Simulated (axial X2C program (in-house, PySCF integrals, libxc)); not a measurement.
**MoP⁻: bond curves with and without spin–orbit coupling**

Aim: find the lowest determinant of MoP⁻, scan the bond at several levels and fit the constants, once spin-free and once with spin–orbit coupling.

Method: all-electron X2C, Mo dyall-acv3z, P dyall-av3z; program: an in-house X2C program for linear molecules on PySCF integrals.

All values are calculated.

**1. Input**

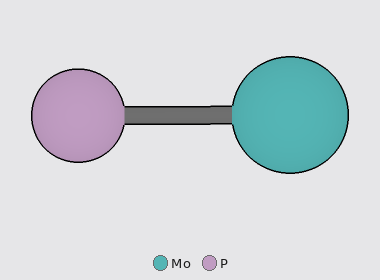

The two atoms at 2.230 Å (molybdenum teal, phosphorus pink).

Input file task.json:

```json
{
 "zs": [
  42,
  15
 ],
 "q": -1,
 "bas": [
  "dyall-acv3z",
  "dyall-av3z"
 ],
 "levels": [
  "PBE0",
  "HF",
  "B97-3"
 ],
 "cc": true,
 "r0": 2.23,
 "thr": -1.0,
 "nmax": 90,
 "npts": 10,
 "nst": 2,
 "ntry": 6
}
```

Keys: zs atomic numbers; q charge; bas basis sets; levels methods (HF also brings MP2); cc coupled cluster on or off; r0 starting distance in Å; thr threshold in hartree for freezing inner shells (an s shell follows its p shell); nmax most natural virtual spinors; npts points asked for on the curve; nst determinants followed; ntry starts of the search.

Command:

```console
$ python so2c.py task.json out
```

Spin-free means the one-electron spin-free X2C Hamiltonian; two-component (2c) means X2C with spin–orbit coupling and atomic mean-field two-electron Coulomb and Gaunt terms. Basis: Mo dyall-acv3z contracted to [12s13p10d5f3g], P dyall-av3z contracted to [9s8p3d2f]; Gaussian nuclei, density fitting. Masses: Mo 97.905 u, P 30.974 u.

Notation: σ, π±, δ± give the projection m of an orbital's angular momentum (0, ±1, ±2), α and β its spin, Λ and M_S the sums; ω is the projection of a spinor's total angular momentum and Ω the sum. Logs are in hartree.

The results follow Hamiltonian by Hamiltonian and level by level.

**2. Which state to follow**

Determinants are compared with PBE0 at 2.230 Å.

Spin-free determinants:

| ΔE (eV) | state | open shells |
| --- | --- | --- |
| 0.00 | M_S = 2, Λ = 1 | beyond closed shells: σα, π+α, δ+α, δ-α |
| 0.07 | M_S = 1, Λ = 0 | beyond closed shells: δ+α, δ-α |
| 0.28 | M_S = 2, Λ = 0 | beyond closed shells: 2 × σα, δ+α, δ-α |
| 0.88 | M_S = 1, Λ = 1 | beyond closed shells: σα, π+β, δ+α, δ-α |
| 1.39 | M_S = 0, Λ = 0 | beyond closed shells: δ+β, δ-α |
| 1.39 | M_S = 0, Λ = 4 | beyond closed shells: δ+α, δ+β |
| 1.63 | M_S = 2, Λ = 0 | beyond closed shells: π+α, π-α, δ+α, δ-α |

Two-component determinants:

```tsv
ΔE (eV)	state	open shells
0.00	Ω = 1	excess of +ω over −ω: ω = -3/2, ω = 5/2
0.06	Ω = 3	excess of +ω over −ω: ω = 1/2, ω = 5/2
0.32	Ω = 2	excess of +ω over −ω: 2 × ω = 1/2, ω = -3/2, ω = 5/2
0.92	Ω = 0	excess of +ω over −ω: ω = -1/2, 2 × ω = 3/2, ω = -5/2
1.26	Ω = 0	closed shell
1.34	Ω = 0	excess of +ω over −ω: 2 × ω = 1/2, ω = 3/2, ω = -5/2
1.41	Ω = 4	excess of +ω over −ω: ω = 3/2, ω = 5/2
```

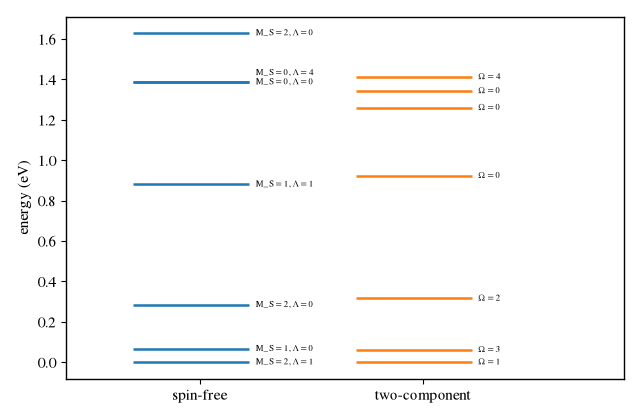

The determinants found, each set from its own lowest.

**3. PBE0, spin-free**

State followed: M_S = 2, Λ = 1 (beyond closed shells: σα, π+α, δ+α, δ-α). The scan is laid around 2.177 Å, a first estimate of the minimum, and this SCF restarts from the orbitals of the search.

Output at 2.177 Å:

```text
spin-free X2C-1e  PBE0
basis functions 225  fitting functions 1064  grid points 5080
iter        total energy     max residual
   1      -4382.839866126     9.31e+00
   2      -4389.841565029     9.34e-02
   3      -4380.748232023     2.81e-01
   4      -4389.943755830     8.00e-02
   5      -4389.977001567     8.68e-02
   6      -4390.106773543     4.34e-02
   7      -4390.196725169     9.47e-03
   8      -4390.199401265     3.35e-03
   9      -4390.199833897     1.09e-03
  10      -4390.199933537     5.16e-04
  11      -4390.199961322     4.15e-04
  12      -4390.199970601     7.99e-05
  13      -4390.199971577     2.96e-05
  14      -4390.199971742     1.54e-05
  15      -4390.199971786     4.87e-06
  16      -4390.199971791     2.87e-06
  17      -4390.199971792     5.40e-07
converged
one-electron -6374.15739911  Coulomb 1978.67054165  exact exchange -36.34584666  xc functional -111.50536730  nuclear repulsion 153.13809962
```

Along the bond, energies from the lowest point:

```
R (Å)  E (eV)  μ (D)  HOMO (eV)  LUMO (eV)  iterations
1.894  1.0235  -1.84       0.76       1.58          17
1.981  0.4087  -2.52       0.72       1.61          18
2.046  0.1552  -3.02       0.68       1.63          18
2.112  0.0307  -3.48       0.64       1.64          18
2.177  0.0000  -3.91       0.60       1.64          17
2.253  0.0466  -4.35       0.57       1.64          17
2.329  0.1518  -4.75       0.54       1.64          17
2.427  0.3383  -5.19       0.52       1.63          17
2.547  0.6045  -5.65       0.51       1.62          16
2.721  1.0047  -6.18       0.49       1.61          16
```

Dipoles are positive if P is the positive end and refer to the centre of mass.

Outer orbitals at the reference distance:

```csv
symmetry,occupied,ε (eV),atomic character
π+β,yes,-34.78,98% Mo p
π-β,yes,-34.78,98% Mo p
σβ,yes,-9.89,"65% P s, 13% Mo d, 11% Mo p"
σα,yes,-9.16,"62% P s, 16% Mo d, 10% Mo p"
π+α,yes,-2.30,"74% Mo d, 22% P p"
σα,yes,-2.24,"52% Mo d, 36% P p, 6% P s"
π-α,yes,-2.00,"72% Mo d, 23% P p"
σβ,yes,-1.82,"67% P p, 20% Mo d, 6% Mo s"
δ+α,yes,-1.58,97% Mo d
δ-α,yes,-1.54,98% Mo d
π+β,yes,-1.36,"62% P p, 27% Mo d, 5% Mo p"
π-β,yes,-1.36,"62% P p, 27% Mo d, 5% Mo p"
σα,yes,-1.08,"53% Mo s, 22% P p, 13% Mo d"
π+α,yes,0.60,"41% Mo p, 40% P p, 15% Mo d"
σα,no,1.64,"82% Mo p, 14% Mo s"
π-α,no,1.65,"93% Mo p, 5% P p, 2% Mo d"
π+α,no,1.73,"97% Mo p, 2% P p"
σβ,no,1.90,"93% Mo p, 6% Mo s"
```

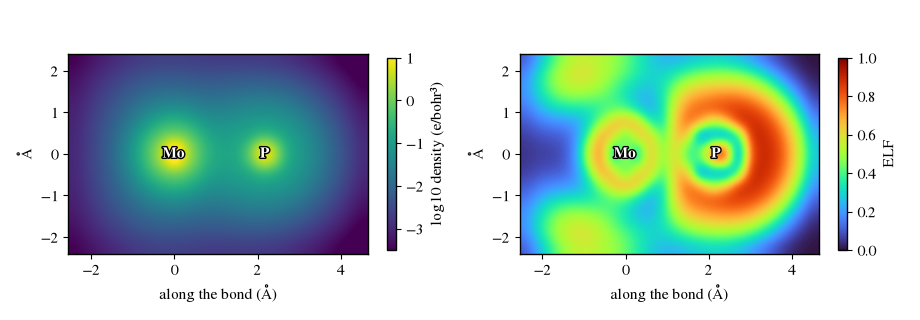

PBE0 fields in a plane through the axis, from a grid of 0.3 Å; Mo lies at z = 0 and P at z = 2.177 Å; the ELF is damped to zero where the density is low.

Re = 2.171 Å, ωe = 430 cm⁻¹, ωexe = 2.33 cm⁻¹, Be = 0.152 cm⁻¹, De = 2.95 eV, μ = -3.87 D.

**4. HF, spin-free**

The SCF at the reference distance of 2.177 Å:

```text
spin-free X2C-1e  HF
basis functions 225  fitting functions 1064  grid points 5080
iter        total energy     max residual
   1      -4387.732144460     2.90e-01
   2      -4387.766202697     1.28e-02
   3      -4387.774178497     1.03e-02
   4      -4387.778240192     7.85e-03
   5      -4387.783321828     5.39e-03
   6      -4387.786457811     2.43e-03
   7      -4387.787093482     1.25e-03
   8      -4387.787292485     1.04e-03
   9      -4387.787384379     7.61e-04
  10      -4387.787456008     5.08e-04
  11      -4387.787511705     3.80e-04
  12      -4387.787565526     1.16e-04
  13      -4387.787574165     7.20e-05
  14      -4387.787575758     6.94e-05
  15      -4387.787576245     3.46e-05
  16      -4387.787576490     1.23e-05
  17      -4387.787576527     4.93e-06
  18      -4387.787576532     2.74e-06
  19      -4387.787576534     1.07e-06
converged
one-electron -6372.51461551  Coulomb 1977.14648484  exact exchange -145.55754548  xc functional 0.00000000  nuclear repulsion 153.13809962
```

No constants are quoted: too few points lie around the minimum for a second fit to confirm the first.

**5. B97-3, spin-free**

The SCF at the reference distance of 2.177 Å:

```text
spin-free X2C-1e  B97-3
basis functions 225  fitting functions 1064  grid points 5080
iter        total energy     max residual
   1      -4390.296528419     3.87e-02
   2      -4390.300174204     2.88e-03
   3      -4390.300537711     2.82e-03
   4      -4390.300740789     2.37e-03
   5      -4390.300906772     1.07e-03
   6      -4390.300972000     7.56e-04
   7      -4390.301041923     5.61e-04
   8      -4390.301062103     1.65e-04
   9      -4390.301066585     7.12e-05
  10      -4390.301067352     5.22e-05
  11      -4390.301067694     2.86e-05
  12      -4390.301067808     1.56e-05
  13      -4390.301067839     4.72e-06
  14      -4390.301067842     1.01e-06
  15      -4390.301067842     7.73e-07
converged
one-electron -6374.30658561  Coulomb 1978.82028647  exact exchange -39.14731303  xc functional -108.80555530  nuclear repulsion 153.13809962
```

Re = 2.184 Å, ωe = 421 cm⁻¹, ωexe = 2.45 cm⁻¹, Be = 0.1501 cm⁻¹, De = 3.17 eV, μ = -4.14 D.

**6. MP2 and beyond, spin-free**

Correlated methods: 12 electrons correlated (frozen shells, counted by type: Mo 4 s, 3 p, 1 d; P 2 s, 1 p), 312 virtual spinors in MP2, 90 natural virtuals in coupled cluster.

Output of the correlated part at 2.177 Å:

```text
correlated 12  virtual 312  natural virtual 90  E(MP2) -0.263711407  MP2 remainder -0.013878705
iter   CCSD correlation   residual
   1     -0.257648960   1.64e-01
   2     -0.267819143   8.97e-02
   3     -0.275114765   5.88e-02
   4     -0.278969437   3.43e-02
   5     -0.280235175   1.53e-02
   6     -0.280679360   8.11e-03
   7     -0.280784173   4.00e-03
   8     -0.280831930   1.80e-03
   9     -0.280827864   7.75e-04
  10     -0.280844001   3.27e-04
  11     -0.280840449   1.49e-04
  12     -0.280843243   7.79e-05
  13     -0.280842312   3.80e-05
  14     -0.280841926   1.78e-05
  15     -0.280841810   9.10e-06
  16     -0.280841745   4.10e-06
  17     -0.280841712   1.92e-06
  18     -0.280841690   1.04e-06
  19     -0.280841662   4.42e-07
  20     -0.280841660   1.85e-07
(T) -0.018632984  T1 0.1012  D1 0.1963  max T2 0.058
```

T1 in the output is the amplitude norm over the root of the electron number; divide by √2 for the Lee–Taylor value.

MP2: No constants are quoted: the reference is strongly spin-contaminated.

CCSD: Re = 2.197 Å, ωe = 409 cm⁻¹, ωexe = 1.97 cm⁻¹, Be = 0.1484 cm⁻¹, De = 2.51 eV. T1 at Re = 0.071 (Lee–Taylor, the printed value over √2).

CCSD(T): Re = 2.181 Å, ωe = 427 cm⁻¹, ωexe = 1.99 cm⁻¹, Be = 0.1506 cm⁻¹, De = 2.78 eV. T1 at Re = 0.072 (Lee–Taylor, the printed value over √2).

**7. A higher determinant, spin-free**

State: M_S = 1, Λ = 0 (beyond closed shells: δ+α, δ-α).

Output at the reference distance:

```text
spin-free X2C-1e  PBE0
basis functions 225  fitting functions 1064  grid points 5080
iter        total energy     max residual
   1      -4382.653149598     9.25e+00
   2      -4389.754067167     9.38e-02
   3      -4378.711219759     1.73e-01
   4      -4389.846809107     8.38e-02
   5      -4389.923261610     9.20e-02
   6      -4390.085844765     6.58e-02
   7      -4390.189845960     1.17e-02
   8      -4390.195301130     5.23e-03
   9      -4390.197231729     1.63e-03
  10      -4390.197960442     2.33e-03
  11      -4390.198548300     7.56e-04
  12      -4390.198792805     3.96e-04
  13      -4390.198866323     6.97e-05
  14      -4390.198867639     4.51e-05
  15      -4390.198867836     9.53e-06
  16      -4390.198867866     3.86e-06
  17      -4390.198867868     1.57e-06
converged
one-electron -6372.78254623  Coulomb 1977.22686403  exact exchange -36.32497980  xc functional -111.45630549  nuclear repulsion 153.13809962
```

| R (Å) | E above the lowest PBE0 point (eV) |
| --- | --- |
| 1.894 | 0.783 |
| 1.981 | 0.254 |
| 2.046 | 0.068 |
| 2.112 | 0.006 |
| 2.177 | 0.030 |
| 2.253 | 0.126 |
| 2.329 | 0.265 |
| 2.427 | 0.478 |
| 2.547 | 0.756 |

Re = 2.122 Å, ωe = 462 cm⁻¹, ωexe = 3.36 cm⁻¹, Be = 0.1591 cm⁻¹, μ = 0.55 D. ⟨S²⟩ = 2.72 against 2.00 for a pure state, so this determinant mixes spins. Te = 0.01 eV.

**8. The spin-free curves together**

Energy (eV) of the followed determinant, spin-free, from each level's lowest point:

| R (Å) | PBE0 | HF | MP2 (spin-contaminated) | CCSD | CCSD(T) | B97-3 |
| --- | --- | --- | --- | --- | --- | --- |
| 1.894 | 1.024 | 2.200 | 0.783 | n/a | n/a | n/a |
| 1.981 | 0.409 | 1.330 | 0.304 | 0.491 | 0.447 | 0.464 |
| 2.046 | 0.155 | 0.870 | 0.113 | 0.211 | 0.180 | 0.189 |
| 2.112 | 0.031 | 0.537 | 0.020 | 0.058 | 0.042 | 0.046 |
| 2.177 | 0.000 | 0.303 | 0.000 | 0.000 | 0.000 | 0.000 |
| 2.253 | 0.047 | 0.128 | 0.047 | 0.018 | 0.037 | 0.032 |
| 2.329 | 0.152 | 0.035 | 0.150 | 0.099 | 0.136 | 0.124 |
| 2.427 | 0.338 | 0.000 | 0.335 | 0.260 | 0.321 | 0.296 |
| 2.547 | 0.605 | 0.038 | 0.564 | n/a | n/a | 0.549 |
| 2.721 | 1.005 | n/a | n/a | n/a | n/a | 0.939 |

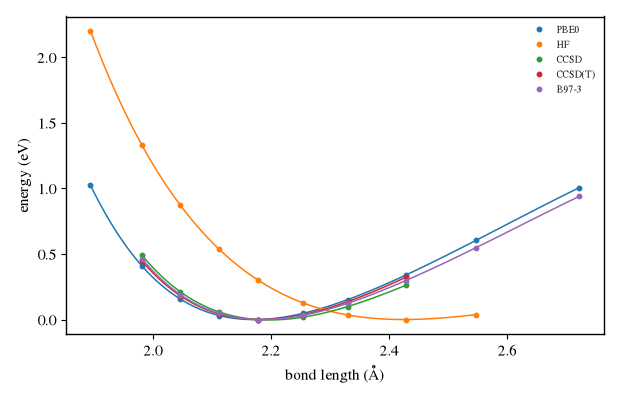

Curves of the followed state, spin-free, each from its own lowest point. Left out: MP2.

(Part 1 of 2 ends here.)
